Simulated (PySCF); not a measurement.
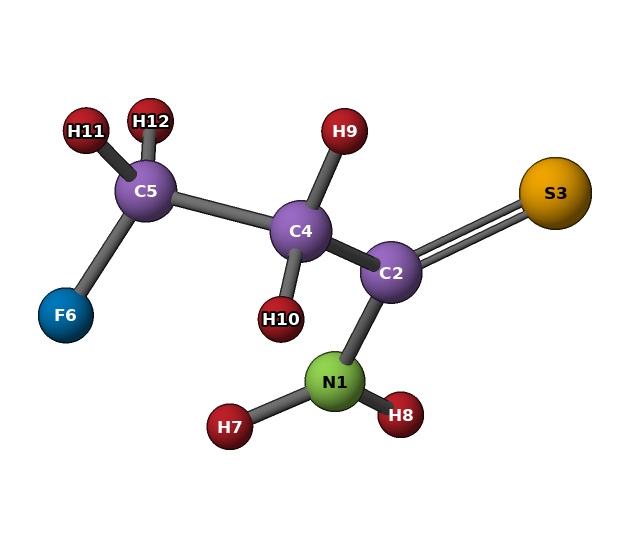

The questions are on isotropic NMR shieldings of the H atoms. Geometry: a frame of a GFN2-xTB molecular-dynamics simulation, not a minimum. Method: GIAO PBE0/pcSseg-1 NMR shielding, non-relativistic, gas phase (PySCF 2.14.0).

Give the isotropic NMR shieldings of the H atoms atom by atom.

| atom | σ (ppm) |
| --- | --- |
| H7 | 23.79 |
| H8 | 24.46 |
| H9 | 29.06 |
| H10 | 28.49 |
| H11 | 27.24 |
| H12 | 27.20 |
